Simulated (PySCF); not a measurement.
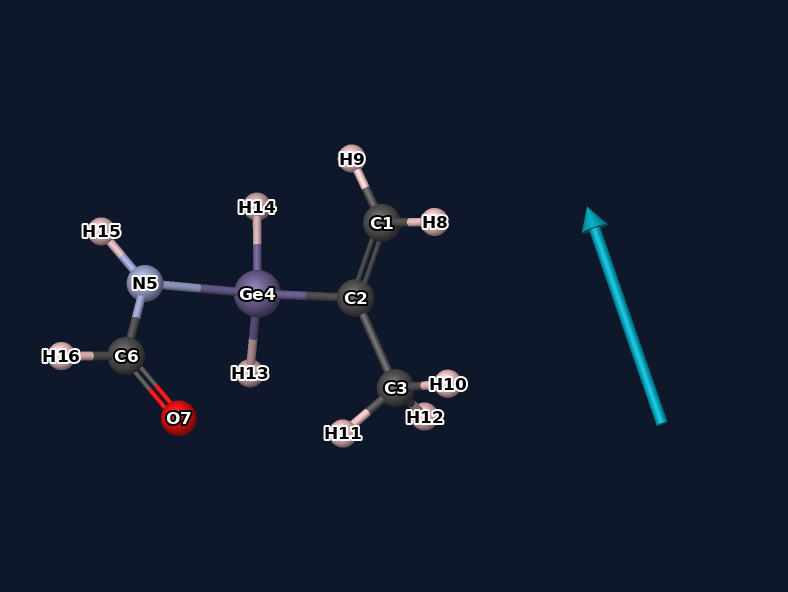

The arrow beside the molecule shows the direction of the dipole moment, from the negative to the positive end (its length means nothing). The computed structure is the end point of a GFN2-xTB optimisation. No frequency run is at hand to confirm it as a minimum. Properties computed with CAM-B3LYP/def2-SVPD, gas phase (PySCF 2.14.0).

### How large is the dipole moment?

2.64 D; it points from the side of H10, H11, H12 to the side of H15 (the outermost atoms at the two ends).

The geometry is semi-empirical. Around Ge such bond lengths and angles can be off by a tenth of an ångström or more and by several degrees, and values that hang on the shape move with them.
